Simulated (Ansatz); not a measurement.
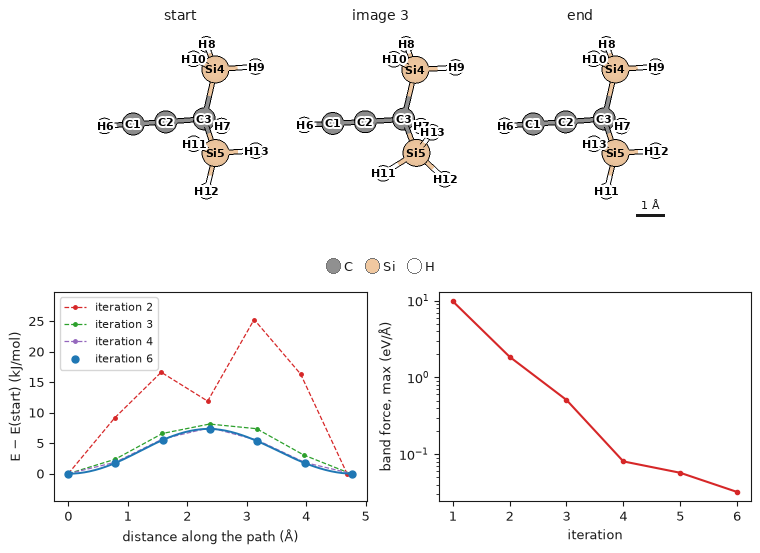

NEB run on C$_{3}$H$_{8}$Si$_{2}$. Images are numbered from 0 (start) to 6 (end). The plot follows the band through its iterations. The picture is a ball-and-stick view, seen at a tilt.

All numbers below come from RKS PBE0/cc-pVDZ (Ansatz). Run with 5 movable images; climbing image; force threshold 0.05 eV/Å; iteration limit 60; starting path through a guess of the saddle point.

> How did the profile develop, and is the result final?

The result is final at these settings. The band converged in 6 iterations. The largest component of the band force went from 9.8 to 0.032 eV/Å. The climbing image converged on the top of the path. Its vibrational analysis gives one imaginary mode (130i cm⁻¹), as a transition state must have. The first iteration put the highest image at 144.4 kJ/mol. The two ends have the same energy, and the highest point, image 3, lies 7.3 kJ/mol above the start.
